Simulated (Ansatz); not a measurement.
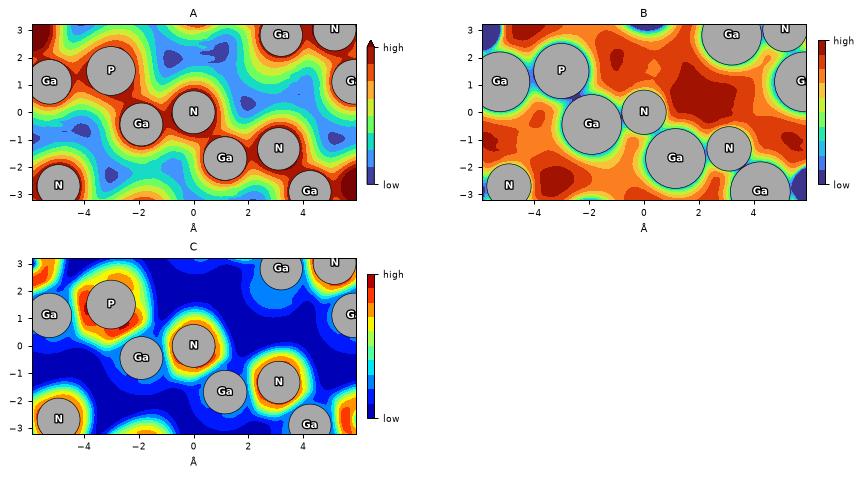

Ga$_{4}$PN$_{3}$: 3 fields on the (010) plane of the conventional cell, with unlabelled colour scales. Grey discs cover the atomic cores.

Space group Cm; started from the ordered alloy on zincblende lattice prototype, which need not be the ambient phase.

Method: DFT, r2SCAN, plane waves, PAW in Ansatz 0.2.0.

Which field does each panel show? The fields are: electron localisation function, electrostatic potential energy of an electron and valence pseudo-density.

Answer. Panel A: valence pseudo-density. Panel B: electrostatic potential energy of an electron (low next to the atoms, rising into the space between them). Panel C: electron localisation function. From the grid: Ga–P (2.25 Å): ρ is about 0.66 e/Å³ halfway; the ELF peaks at about 0.90 in the valence shell of P, 0.8 Å from its nucleus, and is about 0.75 at the midpoint.
